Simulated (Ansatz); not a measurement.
A series of calculations on GaH4SO

**1. Relaxation**

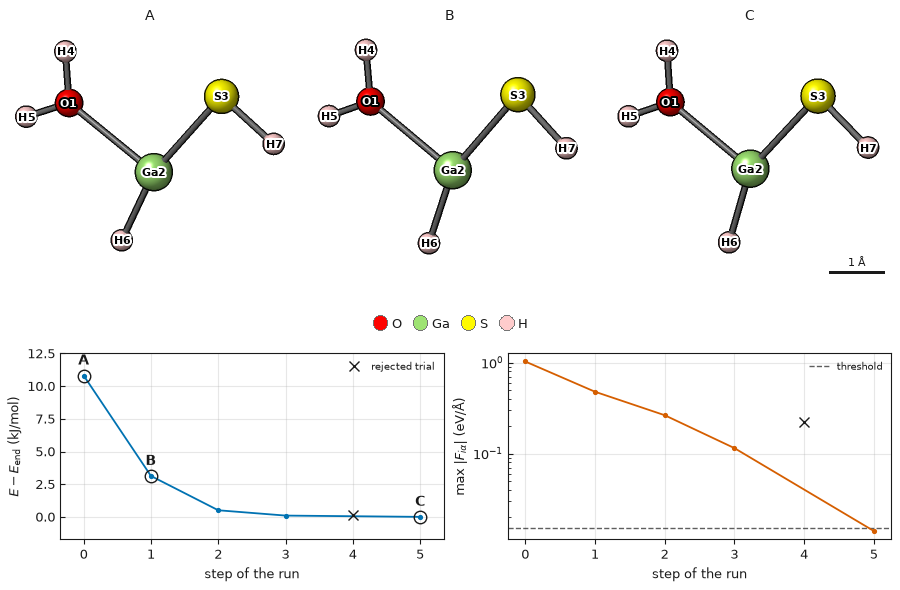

Frames of a relaxation of GaH4SO (charge +1), marked on the history of the run. A ball-and-stick model, seen at a tilt.

The run prepares an end point of a later path (torsion) calculation, from a guessed geometry.

Level of theory: Ansatz, RKS PBE0-D4/def2-SVP.

Input
```yaml
crystal:
  periodic: [false, false, false]
  atoms:
    - { symbol: O, position_ang: [-1.284, 0.06934, -0.60414] }
    - { symbol: Ga, position_ang: [0.31291, -0.0143, 0.77488] }
    - { symbol: S, position_ang: [2.03598, -0.10418, -0.58855] }
    - { symbol: H, position_ang: [-1.20643, 0.03857, -1.57264] }
    - { symbol: H, position_ang: [-2.2287, 0.1554, -0.39353] }
    - { symbol: H, position_ang: [-0.60376, 0.04652, 2.02421] }
    - { symbol: H, position_ang: [2.97399, -0.19135, 0.35977] }
total_charge: 1
basis:
  gaussian: { orbitals: def2-SVP }
hamiltonian:
  xc: pbe0
  dispersion: d4
relax:
  f_tol: 0.015
  max_steps: 40
```

Run as
```bash
ansatz run input.yaml --threads 1 --pin off --max-ram 2048MiB --backend cpu --events-out ev --progress --plain --runs-dir out
```

**Describe the path.**

The energy falls by 10.8 kJ/mol in 4 accepted moves (5 points after the start). The largest force component goes from 1 to 0.014 eV/Å. The line search rejected the trial step at point 4 of the run. The atom that moves furthest after the best rigid fit is H6 (0.16 Å). By element the largest moves are H 0.16 Å, Ga 0.09 Å, S 0.08 Å, O 0.04 Å. Among the contacts that change: O1–Ga2 2.112 → 2.004 Å, Ga2–S3 2.199 → 2.145 Å, S3–H7 1.337 → 1.355 Å, Ga2–H6 1.551 → 1.533 Å. Among the angles between lasting bonds that change: S3–Ga2–H6 164.6° → 154.7°, O1–Ga2–H6 94.4° → 104.1°, Ga2–S3–H7 96.5° → 93.9°. From step 0 to 1: H7 moves most (0.19 Å), energy −7.68 kJ/mol. From step 1 to 5: Ga2 moves most (0.06 Å), energy −3.13 kJ/mol.

| step | E − E(0), kJ/mol | largest force component, eV/Å | note |
| --- | --- | --- | --- |
| 0 | 0.00 | 1.0293 |  |
| 1 | -7.68 | 0.4787 |  |
| 2 | -10.30 | 0.2641 |  |
| 3 | -10.71 | 0.1148 |  |
| 4 | -10.64 | 0.2206 | rejected |
| 5 | -10.81 | 0.0141 |  |

**2. Relaxation**

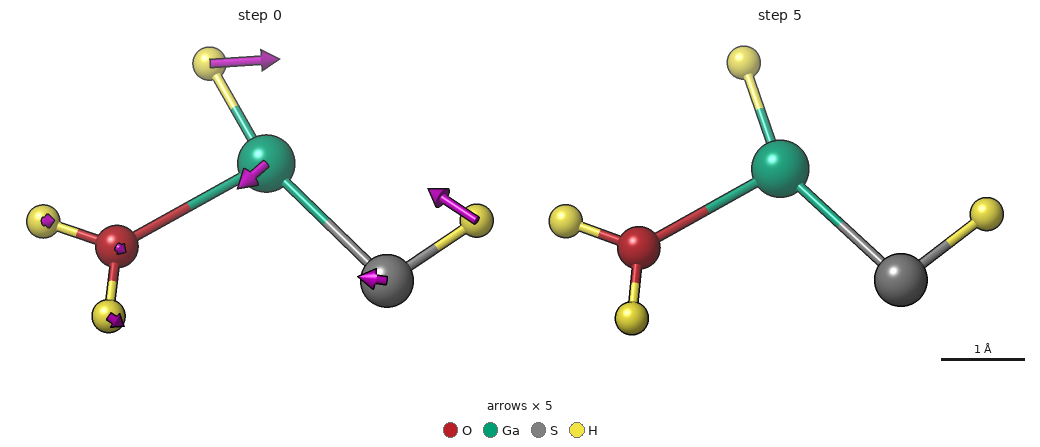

The structure of GaH4SO (charge +1) before (left) and after (right) a relaxation, at one scale. The purple arrows give the displacements, magnified 5 times.

Style: ball-and-stick. Shown at a tilt.

The run prepares an end point of a later path (torsion) calculation, from a guessed geometry.

Level of theory: Ansatz 0.2.0, RKS PBE0-D4/def2-SVP.

The input:
```yaml
crystal:
  periodic: [false, false, false]
  atoms:
    - { symbol: O, position_ang: [-1.284, 0.06934, -0.60414] }
    - { symbol: Ga, position_ang: [0.31291, -0.0143, 0.77488] }
    - { symbol: S, position_ang: [-0.7806, 0.04261, 2.68197] }
    - { symbol: H, position_ang: [-1.20643, 0.03857, -1.57264] }
    - { symbol: H, position_ang: [-2.2287, 0.1554, -0.39353] }
    - { symbol: H, position_ang: [1.41146, -0.08465, -0.31738] }
    - { symbol: H, position_ang: [0.29629, 0.02424, 3.47363] }
total_charge: 1
basis:
  gaussian: { orbitals: def2-SVP }
hamiltonian:
  xc: pbe0
  dispersion: d4
relax:
  f_tol: 0.015
  max_steps: 40
output:
  orbitals: {}
```

Launched with:
```bash
ansatz run input.yaml --threads 1 --pin off --max-ram 2048MiB --backend cpu --events-out ev --progress --plain --runs-dir out
```

> Describe what moved and what it gained.

The atom that moves furthest after the best rigid fit is H6 (0.17 Å). Largest moves by element: H 0.17 Å, Ga 0.10 Å, S 0.08 Å, O 0.03 Å. Among the contacts that change: O1–Ga2 2.112 → 2.003 Å, Ga2–S3 2.199 → 2.145 Å, S3–H7 1.337 → 1.355 Å, Ga2–H6 1.551 → 1.534 Å. Bond angles that change, for instance: S3–Ga2–H6 164.6° → 153.8°, O1–Ga2–H6 94.4° → 104.2°, Ga2–S3–H7 96.5° → 93.3°. Over 5 geometry steps the energy falls by 0.112 eV. The largest force component goes from 1 to 0.0092 eV/Å.

**3. Path**

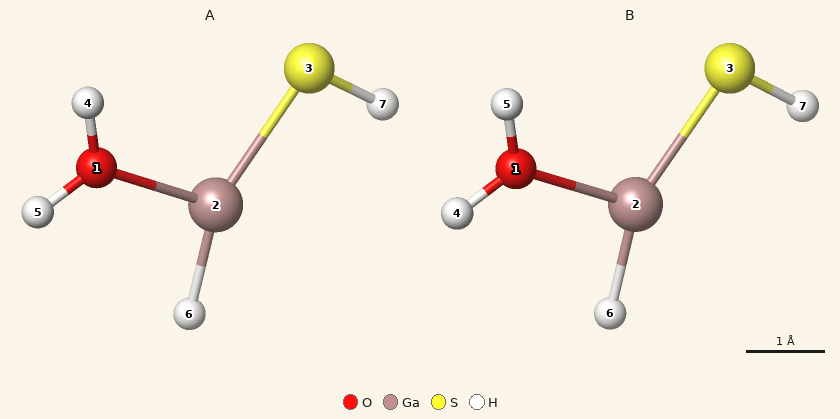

The two relaxed end points of a path for GaH$_{4}$SO (charge +1). The picture is a ball-and-stick view, seen at a tilt.

Level of theory: RKS PBE0-D4/def2-SVP (Ansatz 0.2.0).

The input:
```yaml
crystal:
  periodic: [false, false, false]
  atoms:
    - { symbol: O, position_ang: [-1.249222, 0.072023, -0.620259] }
    - { symbol: Ga, position_ang: [0.251264, -0.008012, 0.705722] }
    - { symbol: S, position_ang: [1.952533, -0.111528, -0.596143] }
    - { symbol: H, position_ang: [-1.158078, 0.049878, -1.586819] }
    - { symbol: H, position_ang: [-2.190701, 0.136364, -0.393468] }
    - { symbol: H, position_ang: [-0.449982, 0.040366, 2.068564] }
    - { symbol: H, position_ang: [2.844175, -0.179092, 0.422403] }
total_charge: 1
basis:
  gaussian: { orbitals: def2-SVP }
hamiltonian:
  xc: pbe0
  dispersion: d4
neb:
  order_check: false
  images: 5
  f_tol: 0.05
  max_iterations: 45
  initial_path: idpp
  final_atoms:
    - { symbol: O, position_ang: [-1.25527976, 0.07237406, -0.62093516] }
    - { symbol: Ga, position_ang: [0.25418975, -0.01057937, 0.69327906] }
    - { symbol: S, position_ang: [1.9643842, -0.11530245, -0.59641286] }
    - { symbol: H, position_ang: [-2.19545261, 0.13329029, -0.38746622] }
    - { symbol: H, position_ang: [-1.17115614, 0.05686084, -1.58808627] }
    - { symbol: H, position_ang: [-0.43568065, 0.03673059, 2.06212782] }
    - { symbol: H, position_ang: [2.8389842, -0.17337496, 0.43749363] }
```

Command:
```bash
ansatz run input.yaml --threads 1 --pin off --max-ram 2048MiB --backend cpu --events-out ev --progress --plain --runs-dir out
```

What barrier does the band find between them, and by what path?

Answer. The barrier is about 0.135 eV in both directions, with image 3 at the top; the ends have nearly the same energy. The motion is a rotation about the O1–Ga2 bond by about 180°. No bond forms or breaks between the ends. The band is converged. At the top, the vibrational analysis gives one imaginary mode (251i cm⁻¹), as a transition state must have.

Energies of the converged images:

| image | path (Å) | E (eV) |
| --- | --- | --- |
| 0 | 0.00 | 0.000 |
| 1 | 0.54 | 0.034 |
| 2 | 1.08 | 0.102 |
| 3 | 1.62 | 0.135 |
| 4 | 2.16 | 0.101 |
| 5 | 2.70 | 0.033 |
| 6 | 3.24 | 0.000 |

The geometry at the top of the path:

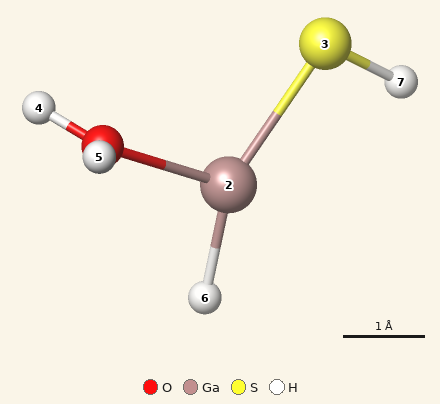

Cost: 3.4 min on 1 thread of Intel(R) Xeon(R) Processor @ 2.50GHz (Skylake/Cascade Lake), with other jobs on the host, peak memory 0.19 GiB.
